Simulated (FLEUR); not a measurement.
## Eu: exchange couplings by hand from total energies

Aim: get Heisenberg couplings of Eu from the energies of collinear orders, with pencil and paper, and test them on an order left out of the fit.

Program: FLEUR MaX-R8.1. Level of theory: PBEsol with U = 6 eV on Eu f; all-electron FLAPW, Dirac cores, scalar-relativistic bands. Results are calculated unless marked as measured.

The database entry behind the starting cell differs from later determinations by our own check (about 0.5 % long), so it need not match the best structure at ambient conditions.

**1. Set-up**

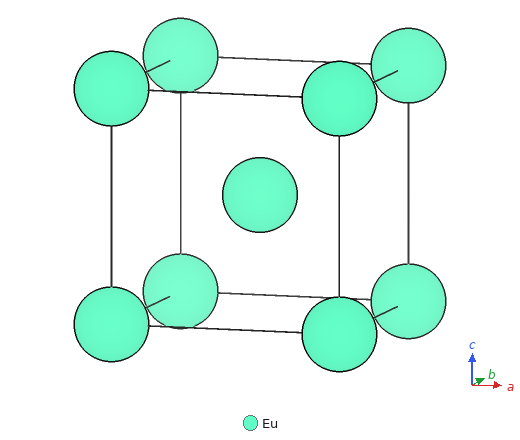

The cell as given, slightly off an axis (europium green). This picture shows the conventional cell, with its axes. Some periodic images of atoms are drawn too.

**2. The parallel order**

All energies count from this run. The U counters the self-interaction that shrinks the moments of a localised shell.

The file n_mmp_mat seeds the f occupations with whole cubic orbitals by Hund's first rule, so that the U acts from the first pass. inpgen writes inp.xml from crystal.txt; cutoffs, mixing, functional, smearing and local orbitals are then set in the file. The k list default-1 (kpts.xml, not shown) is a Γ-centred 8×8×8 mesh; where the ranks do not divide the number of points, some are split in two of half the weight.

inp.xml reads:

```
<?xml version="1.0" encoding="UTF-8" standalone="no"?>
<fleurInput fleurInputVersion="0.39">
   <comment>
      Eu
   </comment>
   <calculationSetup>
      <cutoffs Kmax="3.6" Gmax="10.8" GmaxXC="10.8" numbands="0"/>
      <scfLoop itmax="130" minDistance="0.0001" maxIterBroyd="15" imix="Anderson" alpha="0.05" precondParam="0.0" spinf="2.0" sdNocoIR="T"/>
      <coreElectrons ctail="T" frcor="F" kcrel="0" coretail_lmax="0"/>
      <xcFunctional name="PBEs" relativisticCorrections="F"/>
      <magnetism jspins="2"/>
      <soc l_soc="F" theta="0.0" phi="0.0" spav="F"/>
      <expertModes spex="0" secvar="F"/>
      <geometryOptimization l_f="F" forcealpha="1.0" forcemix="BFGS" epsdisp="0.00001" epsforce="0.00001"/>
      <ldaU l_linMix="F" mixParam="0.05" spinf="1.0"/>
   </calculationSetup>
   <cell>
      <bzIntegration valenceElectrons="17.0" mode="hist" fermiSmearingEnergy="0.00110248">
         <kPointListSelection listName="default-1"/>
         <xi:include xmlns:xi="http://www.w3.org/2001/XInclude" href="kpts.xml"> </xi:include>
      </bzIntegration>
      <xi:include xmlns:xi="http://www.w3.org/2001/XInclude" href="sym.xml"> </xi:include>
      <bulkLattice scale="1.0">
         <bravaisMatrix>
            <row-1>   -4.3520392649537998     4.3520392649537998     4.3520392649537998</row-1>
            <row-2>    4.3520392649537998    -4.3520392649537998     4.3520392649537998</row-2>
            <row-3>    4.3520392649537998     4.3520392649537998    -4.3520392649537998</row-3>
         </bravaisMatrix>
      </bulkLattice>
   </cell>
   <atomSpecies>
      <species name="Europium (7.000" element="Eu" atomicNumber="63">
         <mtSphere radius="2.8" gridPoints="925" logIncrement="0.014"/>
         <atomicCutoffs lmax="10" lnonsphr="8"/>
         <electronConfig flipSpins="F">
            <coreConfig>(1s1/2) (2s1/2) (2p1/2) (2p3/2) (3s1/2) (3p1/2) (3p3/2) (4s1/2) (3d3/2) (3d5/2) (4p1/2) (4p3/2) (4d3/2) (4d5/2)</coreConfig>
            <valenceConfig>(5s1/2) (5p1/2) (5p3/2) (6s1/2) (4f5/2) (4f7/2)</valenceConfig>
            <stateOccupation state="(4f5/2)" spinUp="3.0" spinDown="0.0"/>
            <stateOccupation state="(4f7/2)" spinUp="4.0" spinDown="0.0"/>
         </electronConfig>
         <energyParameters s="6" p="6" d="5" f="4"/>
         <ldaU l="3" U="6.0" J="0.0" l_amf="F"/>
         <lo type="SCLO" l="0" n="5" eDeriv="0"/>
         <lo type="SCLO" l="1" n="5" eDeriv="0"/>
      </species>
   </atomSpecies>
   <atomGroups>
      <atomGroup species="Europium (7.000">
         <relPos label="                   1">.0000000000 .0000000000 .0000000000</relPos>
         <force calculate="T" relaxXYZ="TTT"/>
      </atomGroup>
   </atomGroups>
   <output dos="F" band="F" slice="F">
      <bandDOS minEnergy="-.5*Htr" maxEnergy="0.5*Htr" sigma="0.015" storeEVData="T"/>
      <plotting iplot="0" polar="F">
         <plot TwoD="T" vec1="  1.0  0.0  0.0" vec2="  0.0  1.0  0.0" vec3="  0.0  0.0  1.0" zero="  0.0  0.0  0.0" file="plot"/>
      </plotting>
      <moessbauerParams electricFieldGradient="F" isomerShift="F" coreHyperfine="F" valenceHyperfine="F"/>
   </output>
</fleurInput>
```

crystal.txt reads:

```
Eu
&input film=F cartesian=F /
-2.30300000000  2.30300000000  2.30300000000
2.30300000000  -2.30300000000  2.30300000000
2.30300000000  2.30300000000  -2.30300000000
1.8897261246
1.0 1.0 1.0

1
63 0.00000000000  0.00000000000  0.00000000000 : 7.000

&kpt div1=8 div2=8 div3=8 gamma=T /
```

Run with:

```sh
> OMP_NUM_THREADS=1 inpgen -f crystal.txt > inpgen.log  # inp.xml is then edited as shown
> OMP_NUM_THREADS=1 mpirun -n 4 fleur_MPI > fleur.log
```

The log of the run:

```text
Welcome to FLEUR        (www.flapw.de)
      MaX-Release 8.1          (www.max-centre.eu)

 ========== k-point set info ==========
 Selected k-point list: default-1
 k-point list type: mesh
 0 x 0 x 0
 Number of k points: 32

 [... set-up left out ...]
 Iteration:     1   Distance:       2.75028379 me/bohr^3
 Iteration:     2   Distance:       2.60697221 me/bohr^3
 Iteration:     3   Distance:       0.52256895 me/bohr^3
 Iteration:     4   Distance:       0.14060017 me/bohr^3
 Iteration:     5   Distance:       0.13048998 me/bohr^3
[...]
[... left out ...]
            <freeEnergy value="-10848.7145000617"/>
            <extrapolationTo0K value="-10848.7144093174"/>
         </totalEnergy>
         [... left out ...]
         <ldaUDensityMatrixConvergence>
            <distance spin="1" distance="0.000001"/>
            <distance spin="2" distance="0.000000"/>
         </ldaUDensityMatrixConvergence>
         <densityConvergence units="me/bohr^3">
            <chargeDensity spin="1" distance="0.0000322544"/>
            <chargeDensity spin="2" distance="0.0000421537"/>
            <overallChargeDensity distance="0.0000366590"/>
            <spinDensity distance="0.0000655033"/>
         </densityConvergence>
      </iteration>
```

The job ended after 18 s (4 MPI ranks of Intel Xeon Platinum 8259CL at 2.50GHz (Skylake/Cascade Lake), shared host; peak memory 0.23 GiB).

Spin moment in the muffin-tin sphere by atom:

```
atom  spin moment in the muffin-tin sphere (μB)
 Eu1                                       7.02
```

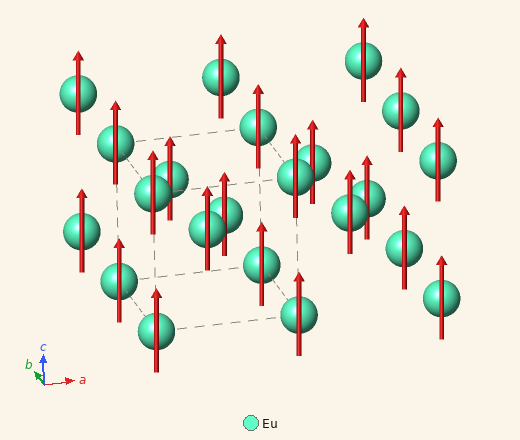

Spin moment in the muffin-tin sphere as arrows, the longest 7.02 μB. Up and down stand for the sign. Arrows give size and sign along the axis of quantisation, drawn up and down the page. 2×2×1 conventional cells are drawn. Some periodic images of atoms are drawn too.

Numbers from this step:

| Property | Result |
| --- | --- |
| free energy | -295208.5605 eV |
| program's band gap on this mesh (in a metal only a level spacing) | 0.003233 eV |
| magnetization | 7.284 μB |
| final state | ferromagnetic |

After 18 cycles the largest moment stands at 7.02 μB.

**3. The orders used for the fit**

The other orders were run with the same settings, on meshes that hold the same points. Free energies are divided by the number of Eu atoms; q is in fractions of the reciprocal vectors of the first run's cell.

```
                order  atoms   mesh  free energy (eV)     eV per Eu  largest moment (μB)
                  F +      1  8×8×8      -295208.5605  -295208.5605                 7.02
AF q=(1/2,1/2,1/2) +-      2  4×8×8      -590417.0938  -295208.5469                 6.99
```

**4. Counting neighbours**

With E = −Σ J e_i·e_j over ordered pairs of unit vectors, turning a neighbour from parallel to opposed costs 2J a Eu atom. So an order lies 2 Σ n J over the parallel one, n being the opposed neighbours in each shell.

```
shell  distance (Å)  neighbours  opposed in AF q=(1/2,1/2,1/2) +-  opposed in AF q=(0,0,1/2) +-
   J1          3.99           8                                 8                             4
   J2          4.61           6                                 0                             4
```

Only J1 is kept.

**5. Solving**

```
2 × 8 × J1 = +13.6 meV    (AF q=(1/2,1/2,1/2) +-)
J1 = +0.85 meV
```

**6. The test**

The couplings now give the orders that were left out:

```
2 × 4 × (+0.85) = +6.8 meV    (AF q=(0,0,1/2) +-)
```

The runs themselves:

```
            order  atoms   mesh  free energy (eV)     eV per Eu  largest moment (μB)  over the parallel order (meV)  foretold (meV)
AF q=(0,0,1/2) +-      2  8×8×4      -590417.1163  -295208.5582                 7.01                           +2.4            +6.8
```

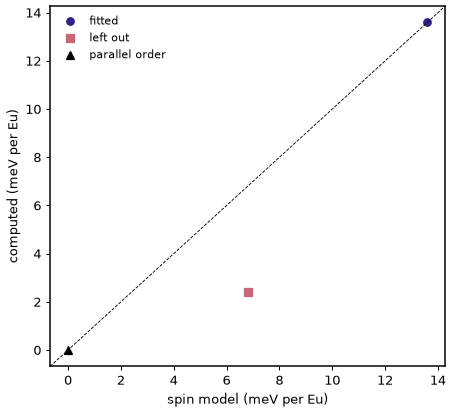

Computed energies of the orders against the model; the dashed line marks agreement.

**7. One more shell**

One try is to add the next shell, though changing moments can also cause the miss. Both differences then fix both couplings, and no order is left for a test.

```
2 × 8 × J1 = +13.6 meV    (AF q=(1/2,1/2,1/2) +-)
2 × 4 × J1 + 2 × 4 × J2 = +2.4 meV    (AF q=(0,0,1/2) +-)
J1 = +0.85 meV
J2 = -0.55 meV
```

**8. Outcome**

| Quantity | Value |
| --- | --- |
| effective coupling of the reversed pairs, counted on J1 (Eu–Eu at 3.99 Å) | 0.85 meV |
| largest miss on the orders left out | 4.4 meV |
| J1 with two shells | 0.85 meV |
| J2 with two shells | -0.55 meV |

**Reading.** The model misses the order left out by 4.4 meV, 32 % of the largest distance from the parallel order, so it fails: these couplings alone don't describe the crystal. With the next shell added the couplings are J1 = +0.85 and J2 = -0.55 meV, untested. The largest moments of the orders differ by 0.49 % of the greatest. One difference fixes one number: it sums all reversed shells and need not be the coupling of the nearest one, even in sign. The f shell is half filled, so the spin-only picture is fair.

[Logs and program files are shortened in this print: banners, set-up blocks, solver, clock and traceback lines can be left out without a mark of their own.]

[Logs are printed without paths, hosts, clocks, repeated set-up lines and the standing remarks that a program may print on its own settings, such as how far it seeks lower states.]

[Hosts, paths, dates, database ids (printed as entryN), source tags and the programs' standing remarks are cut or masked in the printed files.]

[Where a cell is said to come from a database of computed structures, the database is the Materials Project.]
